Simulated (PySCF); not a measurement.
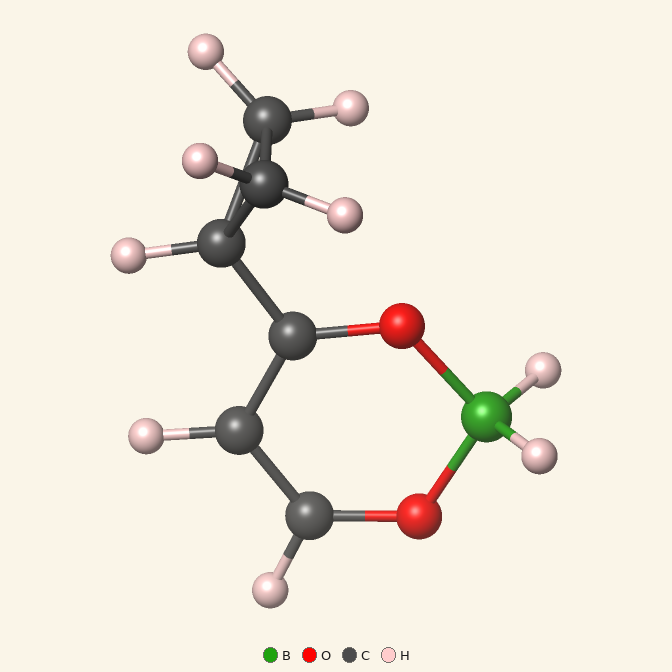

Ball-and-stick drawing of a structure.

The geometry was computed by an optimisation with GFN2-xTB. No frequency run is at hand to confirm it as a minimum.

What does the picture show?

It has 18 atoms: 6 carbon, 9 hydrogen, 1 boron and 2 oxygen (C6H9BO2). As SMILES it reads `[BH2-]1OC=CC(C2CC2)=[O+]1`. Independent rings (smallest set): 1 of 3 members, 1 of 6 members. Among its groups: alkene, B–H bond. This geometry has Cs symmetry. Coordination, clear cases only: 1 B tetrahedral; 2 O bent; 3 C trigonal planar.

More results for the same structure follow; atom numbers are the same in all pictures, views and colours differ.

Geometry

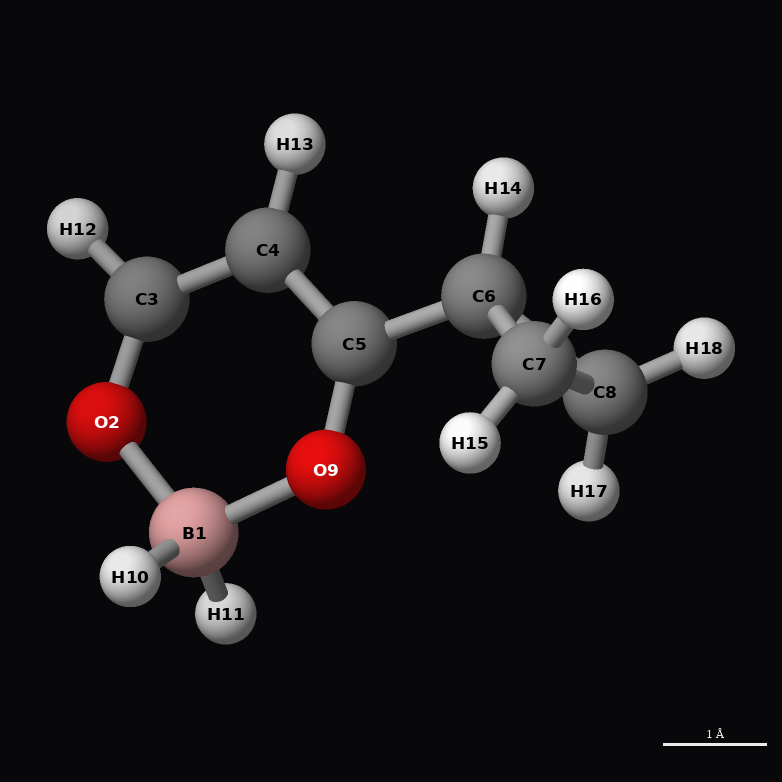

The atoms are numbered. No frequency run is at hand to confirm it as a minimum.

What are the angles B1–O2–C3, O2–B1–O9, O2–B1–H10, O2–C3–C4, C3–C4–H13, C4–C3–H12, C4–C5–C6, C5–C6–C7, C7–C6–C8, C7–C6–H14, C8–C7–H15, O9–B1–H10?

```tsv
angle	degrees
B1–O2–C3	120.8
O2–B1–O9	110.3
O2–B1–H10	108.0
O2–C3–C4	125.6
C3–C4–H13	121.2
C4–C3–H12	119.3
C4–C5–C6	119.7
C5–C6–C7	118.4
C7–C6–C8	58.7
C7–C6–H14	117.9
C8–C7–H15	117.8
O9–B1–H10	107.4
```

Electronic properties

No frequency run is at hand to confirm it as a minimum. Level of theory: PBE0/pcSseg-1, gas phase (PySCF 2.14.0).

Computed properties:

- dipole moment: 5.02 D
- HOMO energy (Kohn–Sham orbital): −6.68 eV
- LUMO energy (Kohn–Sham orbital): −2.03 eV
- HOMO–LUMO gap: 4.65 eV

Charges

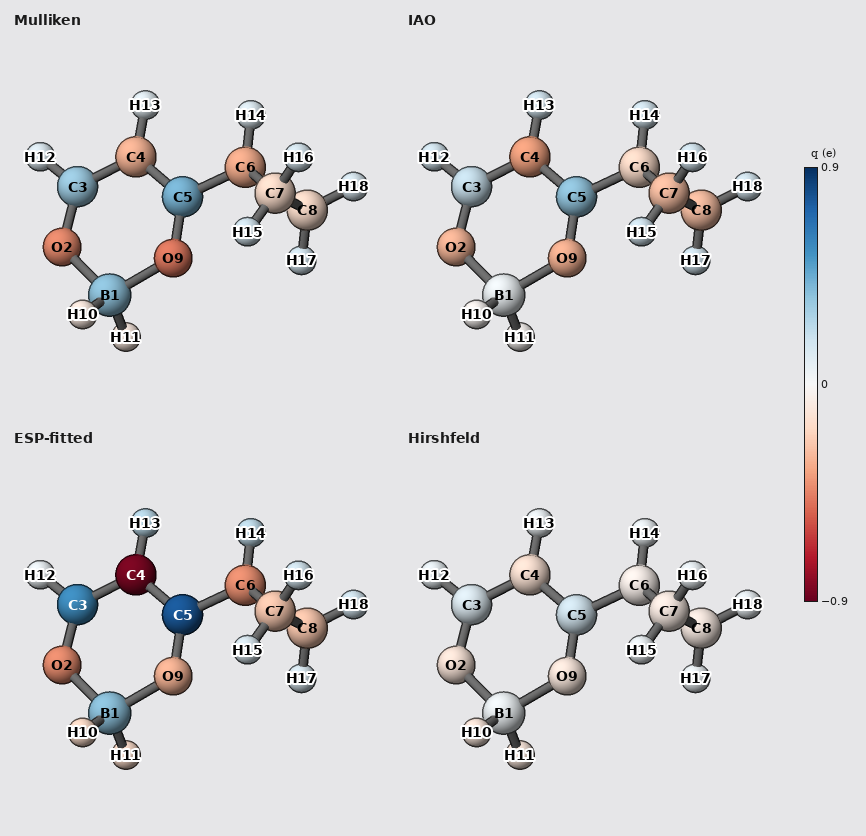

Atomic charges of one calculation by 4 schemes, on one colour scale. No frequency run is at hand to confirm it as a minimum. Level of theory: PBE0/pcSseg-1 (PySCF 2.14.0).

> Which scheme gives the most polar picture (largest mean size of the charges)?

The ESP-fitted charges are the largest in size here, and the Hirshfeld charges the smallest.

> On which atom do the schemes disagree most?

On C4 (from −0.85 to −0.13 e).

List the charges (e), one line for each set of equivalent atoms.

```tsv
atom	Mulliken	IAO	ESP-fitted	Hirshfeld
B1	0.36	0.04	0.37	0.05
O2	−0.43	−0.30	−0.42	−0.11
C3	0.33	0.20	0.56	0.12
C4	−0.31	−0.36	−0.85	−0.13
C5	0.41	0.35	0.76	0.16
C6	−0.33	−0.17	−0.41	−0.04
C7, C8	−0.16	−0.27	−0.24	−0.07
O9	−0.47	−0.32	−0.31	−0.09
H10, H11	−0.09	−0.03	−0.16	−0.10
H12	0.12	0.16	0.06	0.07
H13	0.10	0.17	0.24	0.05
H14	0.12	0.16	0.22	0.06
H15, H17	0.16	0.17	0.13	0.05
H16, H18	0.14	0.16	0.16	0.06
```

Quadrupole coupling

No frequency run is at hand to confirm it as a minimum. Electric field gradients from the ground-state density, PBE0/pcSseg-1 (PySCF 2.14.0), non-relativistic apart from any core potentials.

Give the largest field-gradient component, the quadrupole coupling constant and the asymmetry for 11B at B1 (Q = 40.59 mb), 17O at O2 (Q = −25.6 mb), 17O at O9 (Q = −25.6 mb), 2H at H10 (Q = 2.86 mb), 2H at H12 (Q = 2.86 mb), 2H at H13 (Q = 2.86 mb), 2H at H14 (Q = 2.86 mb).

| atom | V_zz (a.u.) | e²qQ/h (MHz) | η |
| --- | --- | --- | --- |
| B1 | −0.304 | −2.90 | 0.77 |
| O2 | 1.184 | −7.12 | 0.61 |
| O9 | 1.235 | −7.43 | 0.48 |
| H10 | 0.220 | 0.148 | 0.06 |
| H12 | 0.293 | 0.197 | 0.04 |
| H13 | 0.341 | 0.229 | 0.14 |
| H14 | 0.322 | 0.216 | 0.11 |

Mulliken values depend strongly on the basis set and can even reverse the polarity of a bond. The geometry is semi-empirical. Around B such bond lengths and angles can be off by a tenth of an ångström or more and by several degrees, and values that hang on the shape move with them.
